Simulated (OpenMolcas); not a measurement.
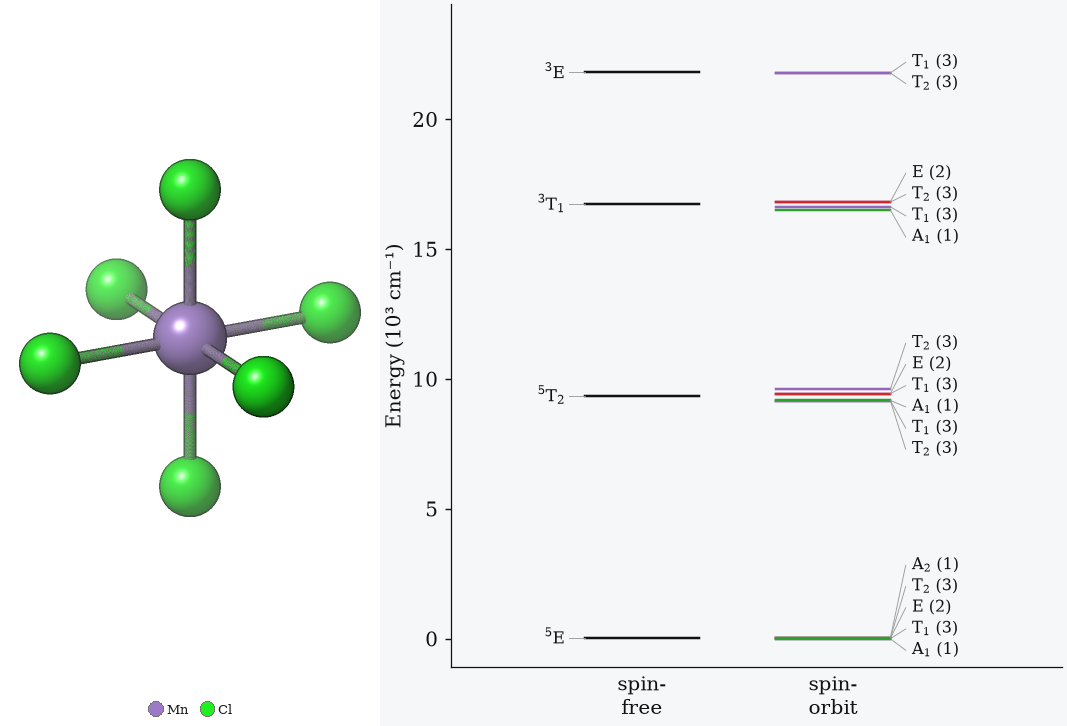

Mn³⁺ (3d⁴) as a dopant in Cs₂NaYCl₆, a cluster with its 6 nearest Cl⁻ at 2.480 Å (octahedron) embedded in model potentials and point charges; the geometry was set, not optimised, and its levels. Labels give the representation in O, Td, D4 or D3 as the site allows (double group for half-integer spin) where it could be assigned and, in brackets, the degeneracy; spin-free states, where drawn, share the zero of the spin-orbit levels. The calculation used state-averaged CASSCF, active space 4 electrons in the shell 3d, basis ANO-RCC-VTZP on the metal and ANO-RCC-VDZP on the ligands, DKH2 scalar Hamiltonian, spin-orbit coupling by RASSI with atomic mean-field integrals (OpenMolcas).

What does the figure show?

Answer. The ground level is A₁, non-degenerate, 100 % from states of spin multiplicity 5. The next level lies at 8.9 cm⁻¹ (T₁). The lowest spin-free state is ⁵E; of the same spin there follows at 9,320 cm⁻¹ (⁵T₂) above it. The active orbitals hold 90 to 98 % metal character (Löwdin), and the Mulliken charge of the metal is +1.15.

Known limits: orbital doublet at a regular site, Jahn-Teller distortion not allowed for; small active space favours high spin, ground spin may be wrong; the geometry is set by hand, with no relaxation and no charge compensation.
